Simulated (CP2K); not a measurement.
# AlGeNH4O (SMILES [NH2][GeH]1[O][AlH]1): revPBE-D3(BJ)/TZV2P-MOLOPT-PBE-GTH (core potential)

What is the energy change on altering one bond length of AlGeNH4O at revPBE-D3(BJ)/TZV2P-MOLOPT-PBE-GTH (core potential)? 

The calculation is run with CP2K 2026.2.

### 1 The molecule

AlGeNH4O has 8 atoms, charge 0, and is taken as a singlet. As SMILES, `[NH2][GeH]1[O][AlH]1`. The coordinates come from a PBE0-D4/def2-TZVP relaxation. This is one conformer, not always the lowest.

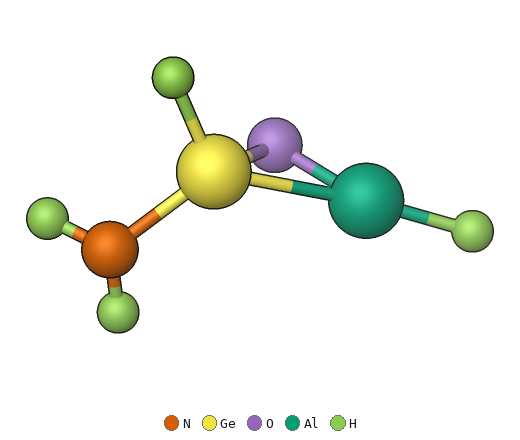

The structure, seen from a chosen angle (nitrogen orange, germanium yellow, oxygen purple, aluminium teal, hydrogen green).

### 2 A single-point energy at revPBE-D3(BJ)/TZV2P-MOLOPT-PBE-GTH (core potential)

The input, mol.inp:

```
&GLOBAL
 PROJECT mol
 RUN_TYPE ENERGY
 PRINT_LEVEL MEDIUM
&END GLOBAL

&FORCE_EVAL
 METHOD QUICKSTEP
 &DFT
  BASIS_SET_FILE_NAME BASIS_MOLOPT_UZH
  POTENTIAL_FILE_NAME POTENTIAL_UZH
  &QS
   METHOD GPW
   EPS_DEFAULT 1.0E-10
  &END QS
  &MGRID
   CUTOFF 400
   REL_CUTOFF 50
   NGRIDS 4
  &END MGRID
  &POISSON
   PERIODIC NONE
   POISSON_SOLVER MULTIPOLE
  &END POISSON
  &SCF
   SCF_GUESS ATOMIC
   EPS_SCF 1.0E-06
   MAX_SCF 100
   ADDED_MOS 5
   &DIAGONALIZATION
    ALGORITHM STANDARD
   &END DIAGONALIZATION
   &MIXING
    METHOD BROYDEN_MIXING
    ALPHA 0.3
    NBUFFER 8
   &END MIXING
  &END SCF
  &XC
   &XC_FUNCTIONAL
    &PBE
     PARAMETRIZATION REVPBE
    &END PBE
   &END XC_FUNCTIONAL
   &VDW_POTENTIAL
    POTENTIAL_TYPE PAIR_POTENTIAL
    &PAIR_POTENTIAL
     TYPE DFTD3(BJ)
     PARAMETER_FILE_NAME dftd3.dat
     REFERENCE_FUNCTIONAL revPBE
     R_CUTOFF 15
    &END PAIR_POTENTIAL
   &END VDW_POTENTIAL
  &END XC
  &PRINT
   &MOMENTS
    PERIODIC F
    REFERENCE COM
    MAX_MOMENT 1
   &END MOMENTS
   &MO ON
    ENERGIES T
    OCCUPATION_NUMBERS T
    NDIGITS 6
    &EACH
     QS_SCF 0
    &END EACH
    ADD_LAST NUMERIC
   &END MO
   &HIRSHFELD OFF
   &END HIRSHFELD
  &END PRINT
 &END DFT
 &SUBSYS
  &CELL
   ABC 9.9 12.5 10.2
   PERIODIC NONE
  &END CELL
  &COORD
   N      4.171400     8.064250     5.529500
   Ge     5.411200     6.733950     5.642000
   O      6.349600     6.387850     4.031600
   Al     5.603600     4.876950     4.246000
   H      4.509500     9.010250     5.627000
   H      3.490000     8.005050     4.789000
   H      6.410000     7.245750     6.700500
   H      5.523800     3.489750     3.499500
  &END COORD
  &KIND N
   BASIS_SET TZV2P-MOLOPT-PBE-GTH-q5
   POTENTIAL GTH-PBE-q5
  &END KIND
  &KIND Ge
   BASIS_SET TZV2P-MOLOPT-PBE-GTH-q4
   POTENTIAL GTH-PBE-q4
  &END KIND
  &KIND O
   BASIS_SET TZV2P-MOLOPT-PBE-GTH-q6
   POTENTIAL GTH-PBE-q6
  &END KIND
  &KIND Al
   BASIS_SET TZV2P-MOLOPT-PBE-GTH-q3
   POTENTIAL GTH-PBE-q3
  &END KIND
  &KIND H
   BASIS_SET TZV2P-MOLOPT-PBE-GTH-q1
   POTENTIAL GTH-PBE-q1
  &END KIND
 &END SUBSYS
&END FORCE_EVAL
```

The run is started by

```
$ OMP_NUM_THREADS=1 cp2k.psmp -i mol.inp -o mol.out
```

Log:

```text
CP2K| version string:                                       CP2K version 2026.2
[...]
 GLOBAL| Method name                                                        CP2K
[...]
 GLOBAL| Run type                                                         ENERGY
[...]
 DFT| Spin restricted Kohn-Sham (RKS) calculation                            RKS
 DFT| Multiplicity                                                             1
[...]
 DFT| Charge                                                                   0
[...]
 FUNCTIONAL| PBE:
[...]
 QS| Method:                                                                 GPW
[...]
 QS| Density cutoff [a.u.]:                                                200.0
[...]
 QS| Relative density cutoff [a.u.]:                                        25.0
[...]
                             - Atoms:                                          8
[...]
                             - Spherical basis functions:                    172
[...]
 Number of electrons:                                                         22
[...]
     1 NoMix/Diag. 0.30E+00    1.5     1.51132529       -33.9840472106 -3.40E+01
[...]
    26 Broy./Diag. 0.30E+00    2.0     0.00000085       -34.3557957687  6.99E-08
  *** SCF run converged in    26 steps ***
[...]
  Overlap energy of the core charge distribution:               0.00000091511311
  Self energy of the core charge distribution:                -86.00767467917531
  Core Hamiltonian energy:                                     24.33002679703814
  Hartree energy:                                              36.79068483074239
  Exchange-correlation energy:                                 -9.45621655215099
  Dispersion energy:                                           -0.01261708024700
  Total energy:                                               -34.35579576867966
[...]
                     Mulliken Population Analysis
 #  Atom  Element  Kind  Atomic population                           Net charge
       1     N        1          5.346903                             -0.346903
       2     Ge       2          3.451820                              0.548180
       3     O        3          6.660536                             -0.660536
       4     Al       4          2.402821                              0.597179
       5     H        5          0.959346                              0.040654
       6     H        5          0.964606                              0.035394
       7     H        5          1.112961                             -0.112961
       8     H        5          1.101006                             -0.101006
 # Total charge                             22.000000                  0.000000
[...]
  Dipole moment [Debye]
    X= -0.1026461E+01 Y= -0.8380539E+00 Z= -0.1530281E+00  Total=      1.3339321
 ENERGY| Total FORCE_EVAL ( QS ) energy [hartree]            -34.355795768679656
[...]
```

It took 50 s on 1 thread of Arm Neoverse V2, shared host; peak memory 1.7 GiB.

### 3 The distorted shape at the same level

The input, run.inp:

```
&GLOBAL
  PROJECT_NAME run
  RUN_TYPE ENERGY
  PRINT_LEVEL MEDIUM
&END GLOBAL
&FORCE_EVAL
  METHOD QUICKSTEP
  &DFT
    BASIS_SET_FILE_NAME BASIS_MOLOPT_UZH
    POTENTIAL_FILE_NAME POTENTIAL_UZH
    # Quickstep
    &QS
      METHOD GPW
      EPS_DEFAULT 1.0E-10
    &END QS
    &MGRID
      CUTOFF 400
      REL_CUTOFF 50
      NGRIDS 4
    &END MGRID
    # isolated system
    &POISSON
      PERIODIC NONE
      POISSON_SOLVER MULTIPOLE
    &END POISSON
    &SCF
      SCF_GUESS ATOMIC
      EPS_SCF 1.0E-06
      MAX_SCF 30
      &OT
        MINIMIZER DIIS
        PRECONDITIONER FULL_ALL
      &END OT
      &OUTER_SCF
        EPS_SCF 1.0E-06
        MAX_SCF 8
      &END OUTER_SCF
    &END SCF
    &XC
      &XC_FUNCTIONAL
        &PBE
          PARAMETRIZATION REVPBE
        &END PBE
      &END XC_FUNCTIONAL
      &VDW_POTENTIAL
        POTENTIAL_TYPE PAIR_POTENTIAL
        &PAIR_POTENTIAL
          TYPE DFTD3(BJ)
          PARAMETER_FILE_NAME dftd3.dat
          REFERENCE_FUNCTIONAL revPBE
          R_CUTOFF 15
        &END PAIR_POTENTIAL
      &END VDW_POTENTIAL
    &END XC
    &PRINT
      &MOMENTS
        PERIODIC F
        REFERENCE COM
        MAX_MOMENT 1
      &END MOMENTS
      &MO_CUBES
        NLUMO 3
        NHOMO -1
        WRITE_CUBE F
      &END MO_CUBES
      &HIRSHFELD OFF
      &END HIRSHFELD
    &END PRINT
  &END DFT
  &SUBSYS
    # vacuum box
    &CELL
      ABC 9.9 13 10.2
      PERIODIC NONE
    &END CELL
    &COORD
      N      4.171400     8.077743     5.529500
      Ge     5.411200     6.747443     5.642000
      O      6.349600     6.401343     4.031600
      Al     5.603600     4.890443     4.246000
      H      4.678555     9.496757     5.675751
      H      3.490000     8.018543     4.789000
      H      6.410000     7.259243     6.700500
      H      5.523800     3.503243     3.499500
    &END COORD
    &KIND N
      BASIS_SET TZV2P-MOLOPT-PBE-GTH-q5
      POTENTIAL GTH-PBE-q5
    &END KIND
    &KIND Ge
      BASIS_SET TZV2P-MOLOPT-PBE-GTH-q4
      POTENTIAL GTH-PBE-q4
    &END KIND
    &KIND O
      BASIS_SET TZV2P-MOLOPT-PBE-GTH-q6
      POTENTIAL GTH-PBE-q6
    &END KIND
    &KIND Al
      BASIS_SET TZV2P-MOLOPT-PBE-GTH-q3
      POTENTIAL GTH-PBE-q3
    &END KIND
    &KIND H
      BASIS_SET TZV2P-MOLOPT-PBE-GTH-q1
      POTENTIAL GTH-PBE-q1
    &END KIND
  &END SUBSYS
&END FORCE_EVAL
```

The run is started by

```
$ OMP_NUM_THREADS=1 cp2k.psmp -i run.inp > run.out 2>&1
```

Log (excerpt; [...] marks lines left out):

```text
CP2K| version string:                                       CP2K version 2026.2
[...]
 GLOBAL| Method name                                                        CP2K
[...]
 GLOBAL| Run type                                                         ENERGY
[...]
 DFT| Spin restricted Kohn-Sham (RKS) calculation                            RKS
 DFT| Multiplicity                                                             1
[...]
 DFT| Charge                                                                   0
[...]
 FUNCTIONAL| PBE:
[...]
 QS| Method:                                                                 GPW
[...]
 QS| Density cutoff [a.u.]:                                                200.0
[...]
 QS| Relative density cutoff [a.u.]:                                        25.0
[...]
                             - Atoms:                                          8
[...]
                             - Spherical basis functions:                    172
[...]
 Number of electrons:                                                         22
[...]
     1 OT DIIS     0.15E+00    1.5     0.11204886       -32.5561946619 -3.26E+01
[...]
     1 OT DIIS     0.15E+00    3.3     0.00000100       -34.2798167232 -1.41E-10
  *** SCF run converged in     1 steps ***
[...]
  Overlap energy of the core charge distribution:               0.00000080847997
  Self energy of the core charge distribution:                -86.00767467917531
  Core Hamiltonian energy:                                     23.96170672843949
  Hartree energy:                                              37.09462172096056
  Exchange-correlation energy:                                 -9.31483847564862
  Dispersion energy:                                           -0.01363282622443
  Total energy:                                               -34.27981672316832
[...]
                     Mulliken Population Analysis
 #  Atom  Element  Kind  Atomic population                           Net charge
       1     N        1          5.520327                             -0.520327
       2     Ge       2          3.412137                              0.587863
       3     O        3          6.655194                             -0.655194
[...]
  Dipole moment [Debye]
    X= -0.8214047E+00 Y= -0.1224365E+01 Z= -0.1847602E+00  Total=      1.4859046
[...]
 HOMO - LUMO gap [eV] :    2.802512
 ENERGY| Total FORCE_EVAL ( QS ) energy [hartree]            -34.279816723168324
[...]
```

Run time: 53 s. Hardware: 1 thread of Arm Neoverse V2, shared host; peak memory 0.97 GiB.

### 4 Summary of results

At revPBE-D3(BJ)/TZV2P-MOLOPT-PBE-GTH (core potential):

| quantity | value |
| --- | --- |
| first shape: total energy | -34.35580 Eh |
| first shape: dipole moment | 1.33 D |
| first shape: HOMO energy | -5.19 eV |
| first shape: LUMO energy | -2.07 eV |
| first shape: HOMO–LUMO gap | 3.12 eV |
| first shape: dispersion energy | -33.13 kJ/mol |
| distorted shape: total energy | -34.27982 Eh |
| distorted shape: dipole moment | 1.49 D |
| distorted shape: HOMO energy | -5.28 eV |
| distorted shape: LUMO energy | -2.48 eV |
| distorted shape: HOMO–LUMO gap | 2.80 eV |
| distorted shape: dispersion energy | -35.79 kJ/mol |
| energy change with the N1–H5 bond stretched from 1.009 to 1.514 Å | 2.067 eV |

What this shows: With the N1–H5 bond stretched from 1.009 to 1.514 Å the energy rises by 2.07 eV (48 kcal/mol). The first shape isn't relaxed at this level, so the change isn't measured from a minimum.
